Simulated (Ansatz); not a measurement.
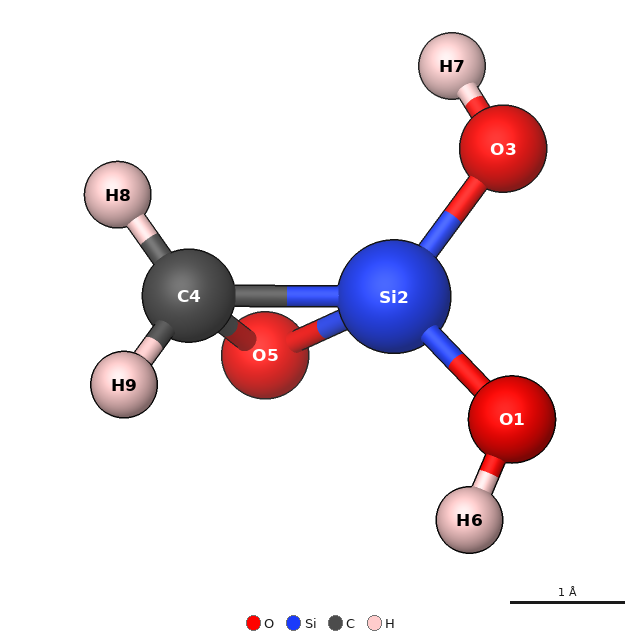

Atoms carry their numbers in the input. The geometry was computed by an optimisation with PBE-D4/def2-SVP. No frequency run is at hand to confirm it as a minimum.

> Describe the coordination of atom 1.

O1 has 2 neighbours (Si2 at 1.66, H6 at 0.97 Å); the arrangement is bent.

> Which bond is the longest?

Si2–C4, 1.821 Å.

> What is the dihedral angle O1–Si2–C4–O5?

102° in size, that is anticlinal.
